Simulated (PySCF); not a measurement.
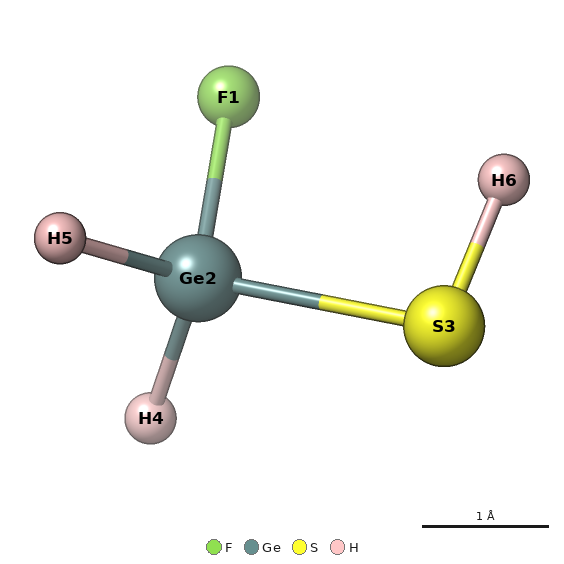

Orthographic view. Depth is shown by fading: the farther an atom, the more it takes the colour of the background. The computed structure is the end point of a PBE0-D3(BJ)/def2-SVP optimisation. No frequency run is at hand to confirm it as a minimum.

Write a Z-matrix (Å, degrees) in the order of the atom numbers, with these reference atoms: 2 to 1; 3 to 2, 1; 4 to 2, 1, 3; 5 to 2, 4, 1; 6 to 3, 2, 4.

```
F  
Ge   1   1.743
S    2   2.221   1   104.7
H    2   1.535   1   107.2   3  -118.8
H    2   1.535   4   113.5   1   117.4
H    3   1.352   2    90.4   4   121.4
```
